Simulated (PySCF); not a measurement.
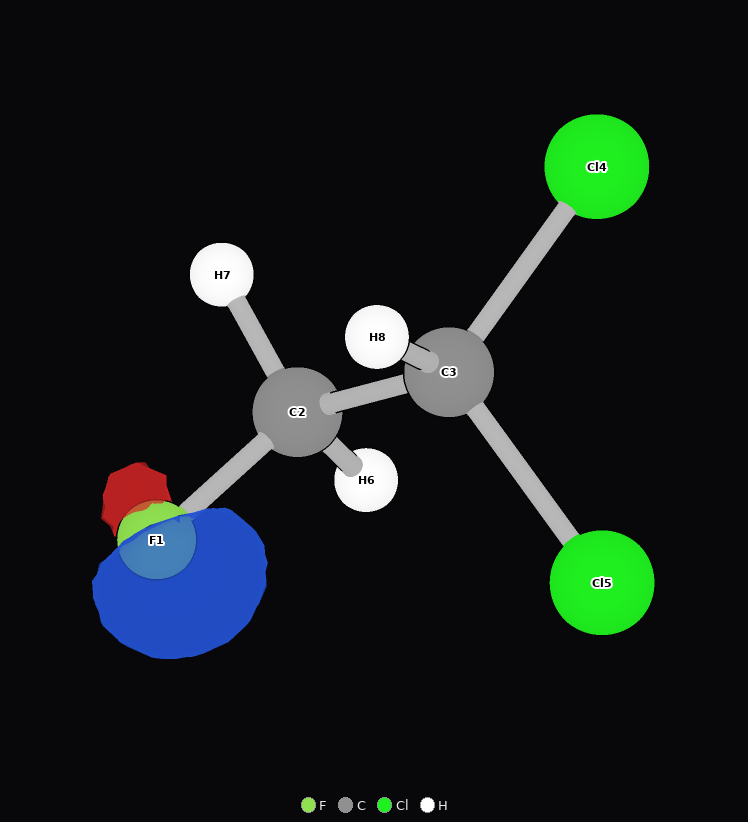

*C2H3Cl2F, SMILES `FCC(Cl)Cl`. Foster–Boys orbitals, occupied; each surface holds about 70 % of the orbital's density. Energies are diagonal elements of the Fock matrix.*

Computed with PySCF, HF/aug-cc-pVDZ, geometry: GFN2-xTB. No frequency check shows the geometry to be a minimum. GFN2-xTB bond lengths at metals and heavier atoms can be off by up to 0.1 Å and shapes distorted, which carries into these values.

Input script:

```python
import numpy as np
from pyscf import gto, scf, dft, lo
from pyscf.data.elements import chemcore

def solve(mol, dm0=None, hcore=None):
    mf = scf.UHF(mol) if mol.spin else scf.RHF(mol)
    mf = mf.density_fit(auxbasis='def2-universal-jkfit')
    mf.conv_tol, mf.max_cycle = 1e-8, 80
    if hcore is not None:
        mf.get_hcore = lambda *args: hcore
    mf.kernel(dm0)
    if not mf.converged:
        mf = mf.newton().run(mf.mo_coeff, mf.mo_occ, max_cycle=30)
    assert mf.converged, 'SCF not converged'
    return mf

mol = gto.M(atom='''
F      2.20191     0.73665    -0.16350
C      0.95594     0.96443     0.34689
C     -0.06213     0.10034    -0.38382
Cl    -1.69453     0.67146     0.01624
Cl     0.10830    -1.60913     0.07509
H      0.98652     0.72970     1.41514
H      0.73151     2.02542     0.19185
H      0.06785     0.16685    -1.46648
''', basis='aug-cc-pvdz', charge=0, spin=0, verbose=4)
mf = solve(mol)
occ_all = mf.mo_coeff[:, mf.mo_occ > 0]
occ = occ_all[:, chemcore(mol):]
bo = lo.Boys(mol, occ)
loc = bo.kernel()
for _ in range(5):
    new, stable = bo.stability(return_status=True)
    if stable:
        break
    loc = bo.kernel(new)
fock, s = mf.get_fock(), mf.get_ovlp()
ortho = lo.orth_ao(mol, 'meta_lowdin')
labels = mol.ao_labels(fmt=None)
vir = loc[:, :0]
both = np.hstack([loc, vir])
p = (ortho.T @ s @ both) ** 2
pop = np.array([p[[l[0] == a for l in labels]].sum(0) for a in range(mol.natm)])
spd = np.array([[p[[l[0] == a and l[2][-1] == k for l in labels]].sum(0) for k in 'spd'] for a in range(mol.natm)])
eps = np.einsum('pi,pq,qi->i', both, fock, both)
for i in np.argsort(eps):
    top = np.argsort(-pop[:, i])[:3]
    print('%3d %s %9.4f Eh ' % (i + 1, 'occ' if i < loc.shape[1] else 'vir', eps[i]), '  '.join('%s%d %.3f' % (mol.atom_symbol(a), a + 1, pop[a, i]) for a in top))
np.savez('result.npz', c=both, nocc=loc.shape[1], pop=pop, spd=spd, eps=eps, e=mf.e_tot)
```

Launched as:

```sh
OMP_NUM_THREADS=1 python input.py
```

The run took 3.5 s on 1 thread of Arm Neoverse V1 (shared host), peak memory 0.36 GiB.

### What does this orbital represent?

Lone pair on F1 (sp2.7-type) (F1 99 %; −24.2 eV).

### How do all the valence pairs divide up?

16 pairs: 9 lone pairs and 7 σ bonds.
